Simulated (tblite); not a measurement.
**C2H10B2GeN: geometry relaxation (part 2 of 2)**

The same run, continued: C2H10B2GeN, multiplicity 2, SMILES NB[CH]B[CH2][GeH3]; GFN2-xTB geometry optimisation, gas phase (tblite 0.8.0). It belongs to a series of runs on one base structure; here: H removed from sp3 C.

Geometry of the input (Å):
```
N  3.3452  0.0829  0.6948
B  1.9613  0.2391  0.0232
C  1.1141  -1.1038  -0.0389
B  -0.2952  -0.7012  0.6030
C  -1.3350  -0.1400  -0.4502
Ge -2.7066  0.9654  0.3356
H  3.8296  -0.6581  0.1336
H  3.1689  -0.2788  1.6720
H  1.4901  1.3017  -0.0505
H  1.5765  -1.9649  0.4233
H  -0.6071  -1.0859  1.6736
H  -0.7201  0.5285  -1.1087
H  -1.7178  -1.0167  -0.9914
H  -3.7341  0.0440  1.0274
H  -2.0451  1.9648  1.3477
H  -3.3323  1.8321  -0.7710
```

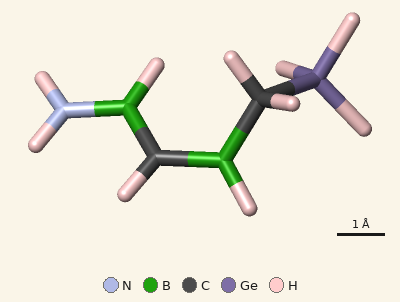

*The geometry at step 99 of the log (stick view, seen at a tilt).*

**Trajectory as extended XYZ, continued**
```
16
Properties=species:S:1:pos:R:3:forces:R:3 step=69 energy=-452.52266
N     3.2546    0.0293    0.6528    0.0000  -0.0010   0.0050
B     1.8859    0.2051    0.4534   -0.0240  -0.0510  -0.0350
C     0.9718   -1.0296    0.5327    0.0220  -0.0340   0.0110
B    -0.5198   -1.1109    0.3499   -0.0070  -0.0210  -0.0030
C    -1.2871   -0.1473   -0.6347    0.0160  -0.0050  -0.0040
Ge   -2.5144    1.0036    0.3938   -0.0460   0.0030   0.0130
H     3.6613   -0.8622    0.8845    0.0140   0.0040  -0.0030
H     3.9384    0.7619    0.5767    0.0180   0.0390   0.0210
H     1.4926    1.2813    0.2001   -0.0100   0.0170   0.0190
H     1.4866   -1.9715    0.7202   -0.0150   0.0340  -0.0040
H    -1.1599   -1.9120    0.9323    0.0110   0.0000  -0.0060
H    -0.6281    0.4842   -1.2289    0.0190   0.0050  -0.0070
H    -1.9183   -0.7065   -1.3280   -0.0390  -0.0110   0.0080
H    -3.4650    0.1951    1.2258    0.0000   0.0200   0.0030
H    -1.8351    1.9592    1.3255    0.0210  -0.0120  -0.0260
H    -3.3709    1.8290   -0.5325    0.0200   0.0140   0.0090
16
Properties=species:S:1:pos:R:3:forces:R:3 step=79 energy=-452.52770
N     3.2382    0.0570    0.6541   -0.0140   0.0070   0.0270
B     1.8636    0.1876    0.4574   -0.0250  -0.0270   0.0010
C     0.9669   -1.0614    0.5164   -0.0220  -0.0200  -0.0050
B    -0.5285   -1.1308    0.3444    0.0130  -0.0260  -0.0010
C    -1.2914   -0.1679   -0.6459    0.0130  -0.0350   0.0060
Ge   -2.4858    1.0085    0.3894   -0.0310   0.0360   0.0080
H     3.6853   -0.8167    0.8793    0.0010  -0.0010  -0.0220
H     3.8841    0.8265    0.6051    0.0120  -0.0100   0.0160
H     1.4423    1.2620    0.2397   -0.0200   0.0060  -0.0090
H     1.4783   -2.0078    0.6883    0.0100   0.0610  -0.0010
H    -1.1758   -1.9115    0.9461    0.0220  -0.0190  -0.0150
H    -0.6192    0.4474   -1.2432   -0.0430  -0.0100  -0.0380
H    -1.9437   -0.7204   -1.3265    0.0350  -0.0010  -0.0010
H    -3.4435    0.2278    1.2408    0.0120   0.0330  -0.0110
H    -1.7491    1.9391    1.2967    0.0140   0.0280   0.0360
H    -3.3292    1.8694   -0.5184    0.0240  -0.0230   0.0090
16
Properties=species:S:1:pos:R:3:forces:R:3 step=89 energy=-452.53687
N     3.1869    0.1071    0.6856    0.0080   0.0410  -0.0380
B     1.8095    0.1781    0.4736    0.0040   0.0180   0.0170
C     0.9646   -1.1044    0.4852   -0.0490  -0.0200   0.0020
B    -0.5311   -1.1847    0.3129    0.0560  -0.0290   0.0250
C    -1.3058   -0.2158   -0.6653    0.0210  -0.0760   0.0250
Ge   -2.4054    1.0354    0.3964   -0.0270   0.0260  -0.0280
H     3.6849   -0.7552    0.8427   -0.0380   0.0510   0.0110
H     3.7901    0.9136    0.6713   -0.0040  -0.0690   0.0170
H     1.3270    1.2345    0.2944    0.0350   0.0270   0.0030
H     1.5049   -2.0333    0.6601   -0.0310   0.0350  -0.0240
H    -1.1603   -1.9685    0.9309   -0.0160   0.0040  -0.0570
H    -0.6445    0.3727   -1.3022   -0.0250  -0.0360  -0.0030
H    -1.9937   -0.7679   -1.3128    0.0040   0.0750   0.0610
H    -3.4014    0.3336    1.2703    0.0220  -0.0160   0.0180
H    -1.6066    1.9385    1.2863   -0.0080  -0.0280  -0.0330
H    -3.2264    1.9253   -0.5058    0.0490  -0.0030   0.0030
16
Properties=species:S:1:pos:R:3:forces:R:3 step=99 energy=-452.55170
N     3.1033    0.1824    0.7073    0.0070   0.0180   0.0160
B     1.7214    0.1993    0.5203    0.0000   0.0170  -0.0240
C     0.9413   -1.1238    0.4793   -0.0050   0.0130   0.0080
B    -0.5431   -1.2758    0.2725    0.0100  -0.0200  -0.0210
C    -1.3318   -0.2929   -0.6732   -0.0030  -0.0170  -0.0190
Ge   -2.2736    1.0670    0.4050   -0.0130  -0.0070  -0.0120
H     3.6364   -0.6620    0.8379   -0.0120   0.0030   0.0030
H     3.6733    1.0112    0.7264    0.0090  -0.0170   0.0030
H     1.1976    1.2433    0.3838    0.0070   0.0030   0.0040
H     1.5319   -2.0269    0.6166   -0.0250  -0.0010  -0.0060
H    -1.1533   -2.1285    0.8090    0.0020  -0.0030   0.0230
H    -0.6884    0.2379   -1.3754   -0.0190  -0.0060  -0.0010
H    -2.1104   -0.8029   -1.2460    0.0260   0.0150   0.0060
H    -3.2959    0.4638    1.3207   -0.0040  -0.0060   0.0070
H    -1.3880    1.9214    1.2512    0.0270   0.0020   0.0060
H    -3.0283    1.9955   -0.5118   -0.0060   0.0070   0.0060
16
Properties=species:S:1:pos:R:3:forces:R:3 step=109 energy=-452.55282
N     3.1016    0.1865    0.7192    0.0080  -0.0150  -0.0110
B     1.7217    0.2102    0.5149    0.0080   0.0030  -0.0020
C     0.9397   -1.1129    0.4685   -0.0010   0.0030   0.0170
B    -0.5447   -1.2769    0.2706    0.0120   0.0100  -0.0240
C    -1.3416   -0.3023   -0.6763   -0.0020   0.0020  -0.0170
Ge   -2.2707    1.0645    0.4042    0.0050  -0.0070   0.0100
H     3.6233   -0.6660    0.8440   -0.0020   0.0090   0.0120
H     3.6844    1.0066    0.7439   -0.0240  -0.0150   0.0050
H     1.2035    1.2574    0.3806    0.0000  -0.0100  -0.0050
H     1.5271   -2.0191    0.6015    0.0050   0.0190  -0.0020
H    -1.1436   -2.1310    0.8177   -0.0040   0.0000   0.0100
H    -0.7022    0.2274   -1.3825   -0.0030  -0.0020  -0.0110
H    -2.1213   -0.8128   -1.2462    0.0080   0.0020   0.0140
H    -3.2929    0.4676    1.3241   -0.0040  -0.0020   0.0110
H    -1.3695    1.9095    1.2457    0.0040  -0.0100  -0.0040
H    -3.0224    2.0002   -0.5063   -0.0100   0.0120  -0.0040
16
Properties=species:S:1:pos:R:3:forces:R:3 step=119 energy=-452.55365
N     3.1009    0.1836    0.7233    0.0000  -0.0050   0.0070
B     1.7226    0.2196    0.5105    0.0050  -0.0080  -0.0040
C     0.9372   -1.1008    0.4673    0.0100  -0.0030   0.0020
B    -0.5447   -1.2724    0.2628    0.0030   0.0070  -0.0070
C    -1.3481   -0.3068   -0.6872   -0.0050   0.0110   0.0010
Ge   -2.2693    1.0581    0.4044    0.0160   0.0010   0.0160
H     3.6114   -0.6732    0.8659   -0.0020   0.0230   0.0010
H     3.6898    0.9988    0.7513   -0.0050  -0.0080   0.0030
H     1.2115    1.2683    0.3660    0.0050  -0.0020  -0.0080
H     1.5288   -2.0031    0.6063   -0.0060  -0.0030   0.0010
H    -1.1408   -2.1240    0.8166   -0.0060  -0.0080   0.0070
H    -0.7157    0.2230   -1.3995   -0.0020   0.0020  -0.0060
H    -2.1293   -0.8228   -1.2489   -0.0060   0.0000   0.0030
H    -3.2854    0.4660    1.3356    0.0050  -0.0060  -0.0060
H    -1.3515    1.8902    1.2417   -0.0080  -0.0030  -0.0090
H    -3.0249    2.0046   -0.4927   -0.0030   0.0030   0.0000
16
Properties=species:S:1:pos:R:3:forces:R:3 step=129 energy=-452.55439
N     3.0983    0.1881    0.7389   -0.0020  -0.0010   0.0010
B     1.7244    0.2198    0.4987   -0.0010  -0.0040  -0.0060
C     0.9360   -1.0990    0.4594    0.0010  -0.0010  -0.0050
B    -0.5459   -1.2677    0.2505    0.0030  -0.0010  -0.0020
C    -1.3560   -0.3091   -0.7006   -0.0010   0.0020   0.0040
Ge   -2.2547    1.0558    0.4088   -0.0030   0.0030   0.0000
H     3.6088   -0.6650    0.9000   -0.0030   0.0050   0.0080
H     3.6851    1.0046    0.7695   -0.0070  -0.0020  -0.0010
H     1.2165    1.2665    0.3296    0.0040   0.0010  -0.0060
H     1.5217   -2.0026    0.6132    0.0010   0.0000  -0.0030
H    -1.1439   -2.1121    0.8145    0.0010  -0.0080   0.0020
H    -0.7371    0.2133   -1.4297    0.0070   0.0010   0.0060
H    -2.1514   -0.8257   -1.2415    0.0030  -0.0010  -0.0040
H    -3.2600    0.4508    1.3429    0.0020   0.0070   0.0050
H    -1.3283    1.8817    1.2410   -0.0010  -0.0010   0.0010
H    -3.0212    2.0095   -0.4715   -0.0030   0.0010  -0.0010
```

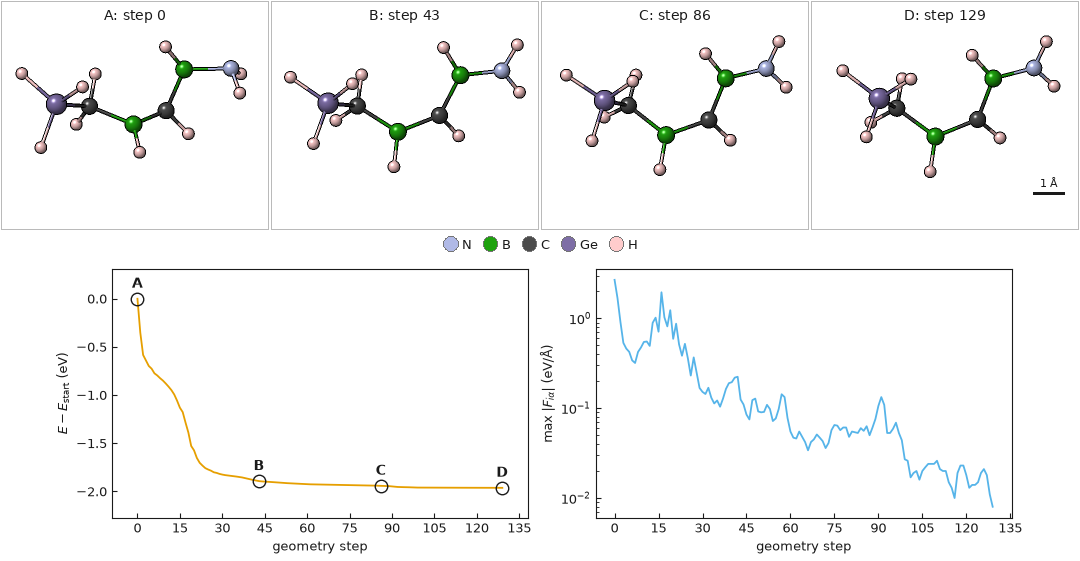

*Frames of the relaxation (ball-and-stick view, seen at a tilt) above the curves, on which the letters mark them (steps are counted from 0).*

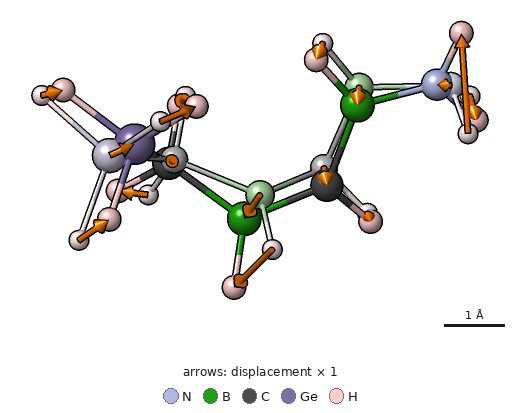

*Start (faint) and end (solid) with the displacements as orange arrows, at true length (ball-and-stick view, seen at a tilt). The two geometries are laid on each other by the best rigid fit.*

Over 129 geometry steps the energy falls by 1.962 eV. The largest force component goes from 2.7 to 0.008 eV/Å. The atom that moves furthest after the best rigid fit is H8 (1.70 Å). Largest moves by element: H 1.70 Å, B 0.70 Å, C 0.54 Å, Ge 0.46 Å, N 0.27 Å. Among the contacts that change: N1–B2 1.546 → 1.395 Å, C3–B4 1.600 → 1.506 Å, Ge6–H15 1.569 → 1.494 Å, B2–C3 1.589 → 1.537 Å. Among the angles that change: B2–C3–B4 104.0° → 127.2°, B2–N1–H7 104.6° → 123.1°, B2–N1–H8 106.7° → 124.1°. (Atoms are counted from 1 in the order of the input.)

**Summary**

- outcome: converged
- total energy: −452.5544 eV
- wall time: 0.66 s
- peak memory: 0.18 GiB
